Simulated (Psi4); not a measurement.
**MP2/6-311+G(d,p) run of CH5FSi (SMILES C[SiH2]F)**

Aim: the vertical electron affinity of CH5FSi at MP2/6-311+G**, from 2 runs. 

The calculation is run with Psi4 1.11.

1 further run of the same task is left out (set aside as unsound or not needed).

### Step 1. Starting point

The species is CH5FSi (8 atoms), meant as a singlet with charge 0. As SMILES, `C[SiH2]F`. Geometry: relaxed at PBE0-D4/def2-TZVP.

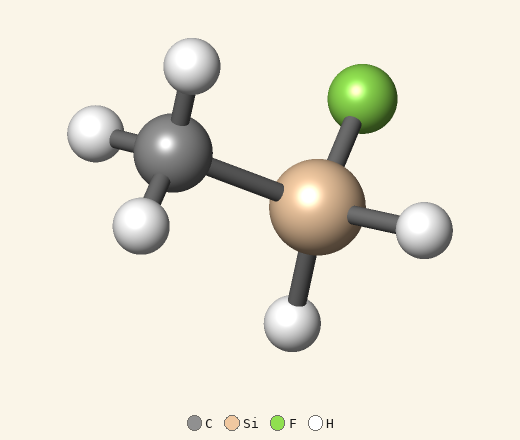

The structure, seen from a chosen angle (carbon grey, silicon light orange, fluorine green, hydrogen white).

### Step 2. A single-point energy at MP2/6-311+G(d,p)

Contents of ch5fsi.xyz:

```xyz
8
CH5FSi
C     -0.521400     0.700300    -0.437000
Si     0.448400    -0.642000     0.395200
F      1.946500    -0.649600    -0.178800
H     -0.562400     0.542500    -1.517100
H     -1.546700     0.713200    -0.056500
H     -0.077200     1.680300    -0.248400
H      0.538700    -0.420800     1.860700
H     -0.133700    -1.981200     0.126000
```

Contents of run.py:

```python
import psi4

psi4.set_memory(1600000000)
psi4.set_num_threads(1)
psi4.set_output_file('output.dat', False)

with open('ch5fsi.xyz') as f:
    atoms = ''.join(f.readlines()[2:])
geom = psi4.geometry('0 1\n' + atoms + 'symmetry c1\nno_reorient\nno_com')

options = {'basis': '6-311+G**', 'reference': 'rhf', 'puream': True, 'e_convergence': 1e-09, 'd_convergence': 1e-08, 'scf_type': 'pk', 'num_frozen_docc': 7, 'mp2_type': 'conv'}
psi4.set_options(options)

result = psi4.energy('mp2', molecule=geom)
print('E =', round(result, 9))
```

Command:

```
python run.py
```

output.dat:

```text
[...]
  Running in c1 symmetry.
[...]
  Nuclear repulsion =  115.959115419017664
[...]
  Multiplicity = 1
[...]
  Nalpha       = 17
  Nbeta        = 17
[...]
    Number of basis functions: 104
[...]
   @RHF iter   1:  -429.15621977542236   -6.83431e-01   4.59541e-03 ADIIS/DIIS
[...]
   @RHF iter  10:  -429.26483956308766   -2.07478e-11   7.27179e-09 DIIS
[...]
    Orbital Energies [Eh]
    ---------------------
    Doubly Occupied:
       1A    -68.815639     2A    -26.277180     3A    -11.219511
       4A     -6.158822     5A     -4.267373     6A     -4.265360
       7A     -4.265208     8A     -1.579964     9A     -0.964179
      10A     -0.755451    11A     -0.661582    12A     -0.661098
      13A     -0.621228    14A     -0.573880    15A     -0.563493
      16A     -0.475723    17A     -0.466869
[...]
  @RHF Final Energy:  -429.26483956308766
   => Energetics <=
    Nuclear Repulsion Energy =            115.9591154190176638
    One-Electron Energy =                -825.2627932137884272
    Two-Electron Energy =                 280.0388382316831439
    Total Energy =                       -429.2648395630876621
[...]
 Multipole Moments:
 ------------------------------------------------------------------------------------
     Multipole            Electronic (a.u.)      Nuclear  (a.u.)        Total (a.u.)
 ------------------------------------------------------------------------------------
 L = 1.  Multiply by 2.5417464519 to convert [e a0] to [Debye]
 Dipole X            :        -36.4662434           35.6901235           -0.7761199
 Dipole Y            :         19.3063777          -19.0835883            0.2227894
 Dipole Z            :         -2.6702239            2.7709054            0.1006815
 Magnitude           :                                                    0.8137162
[...]
	SCS-MP2 Total Energy (a.u.)        :  -429.73311586298735
	SOS-MP2 Total Energy (a.u.)        :  -429.69730323317958
	SCSN-MP2 Total Energy (a.u.)       :  -429.45393024847294
[...]
	SOS-PI-MP2 Total Energy (a.u.)     :  -429.76938051152820
[...]
	MP2 Total Energy (a.u.)            :  -429.73266384425438
[...]
```

On the terminal:

```text
E = -429.732663844
```

It took 4.2 s on 1 thread of AMD EPYC 9R45 (Zen 5), shared host; peak memory 0.67 GiB.

### Step 3. The doublet anion

Contents of ch5fsi.inp:

```
memory 1600 mb

molecule molecule1 {
  -1 2
  C     -0.521400     0.700300    -0.437000
  Si     0.448400    -0.642000     0.395200
  F      1.946500    -0.649600    -0.178800
  H     -0.562400     0.542500    -1.517100
  H     -1.546700     0.713200    -0.056500
  H     -0.077200     1.680300    -0.248400
  H      0.538700    -0.420800     1.860700
  H     -0.133700    -1.981200     0.126000
  symmetry c1
  no_reorient
  no_com
}

set basis 6-311+G**
set reference uhf
set puream true
set e_convergence 1e-09
set d_convergence 1e-08
set scf_type pk
set num_frozen_docc 7
set mp2_type conv
set maxiter 200

e = energy('mp2')
print_variables()
```

Command:

```
psi4 -i ch5fsi.inp -o ch5fsi.out -n 1
```

ch5fsi.out:

```text
[...]
  Running in c1 symmetry.
[...]
  Nuclear repulsion =  115.959115419017664
[...]
  Multiplicity = 2
[...]
  Nalpha       = 18
  Nbeta        = 17
[...]
    Number of basis functions: 104
[...]
   @UHF iter   1:  -428.99968830733008   -5.26899e-01   5.27781e-03 ADIIS/DIIS
[...]
   @UHF iter  24:  -429.20969250140564   -1.26192e-11   5.99087e-09 DIIS
[...]
   @S^2 Observed:                7.504824310E-01
[...]
    Orbital Energies [Eh]
    ---------------------
    Alpha Occupied:
       1A    -68.670414     2A    -26.147480     3A    -11.064094
       4A     -6.013990     5A     -4.122474     6A     -4.120326
       7A     -4.120310     8A     -1.451740     9A     -0.812659
      10A     -0.623463    11A     -0.533130    12A     -0.532664
      13A     -0.480984    14A     -0.421450    15A     -0.408299
      16A     -0.331661    17A     -0.319365    18A      0.053614
    Alpha Virtual:
      19A      0.169560    20A      0.176755    21A      0.177379
      22A      0.220420    23A      0.238527    24A      0.239876
      25A      0.300022    26A      0.313489    27A      0.327124
[...]
  @UHF Final Energy:  -429.20969250140564
   => Energetics <=
    Nuclear Repulsion Energy =            115.9591154190176638
    One-Electron Energy =                -830.0610516017220561
    Two-Electron Energy =                 284.8922436812987939
    Total Energy =                       -429.2096925014056410
  UHF NO Occupations:
  HONO-2 :   16  A 1.9999299
  HONO-1 :   17  A 1.9999222
[...]
 Multipole Moments:
 ------------------------------------------------------------------------------------
     Multipole            Electronic (a.u.)      Nuclear  (a.u.)        Total (a.u.)
 ------------------------------------------------------------------------------------
 L = 1.  Multiply by 2.5417464519 to convert [e a0] to [Debye]
 Dipole X            :        -34.0972562           35.6901235            1.5928673
 Dipole Y            :         18.9276683          -19.0835883           -0.1559200
 Dipole Z            :         -3.2337899            2.7709054           -0.4628845
 Magnitude           :                                                    1.6660730
[...]
	SCS-MP2 Total Energy (a.u.)        :  -429.68396531903551
	SOS-MP2 Total Energy (a.u.)        :  -429.64679716093787
	SCSN-MP2 Total Energy (a.u.)       :  -429.40594037616125
[...]
	SOS-PI-MP2 Total Energy (a.u.)     :  -429.71964793752659
[...]
	MP2 Total Energy (a.u.)            :  -429.68545085864213
[...]
```

Wall time 6 s (1 thread of AMD EPYC 9R45 (Zen 5), shared host); peak memory 0.67 GiB.

### Step 4. Outcome

Level: MP2/6-311+G**, 7 core orbitals frozen.

```
                                                                 quantity          value
                                             singlet CH5FSi: total energy  -429.73266 Eh
                      singlet CH5FSi: HOMO energy (Hartree–Fock orbitals)      -12.70 eV
                      singlet CH5FSi: LUMO energy (Hartree–Fock orbitals)        1.54 eV
                    singlet CH5FSi: HOMO–LUMO gap (Hartree–Fock orbitals)       14.24 eV
              singlet CH5FSi: correlation energy (7 core orbitals frozen)     -467.8 mEh
                                              doublet anion: total energy  -429.68545 Eh
doublet anion: HOMO energy (Hartree–Fock orbitals) (highest over α and β)        1.46 eV
 doublet anion: LUMO energy (Hartree–Fock orbitals) (lowest over α and β)        4.61 eV
               doublet anion: correlation energy (7 core orbitals frozen)     -475.8 mEh
                         doublet anion: ⟨S²⟩ of the reference determinant          0.750
                        vertical electron affinity (to the doublet anion)      -1.285 eV
```

The anion lies 1.28 eV (124 kJ/mol) above the neutral: the electron isn't bound at this level, and such a value depends on the basis. The HOMO (doublet anion) lies at positive energy, 1.46 eV: the electron is unbound at this level or held by a compact basis; values depend on the basis.
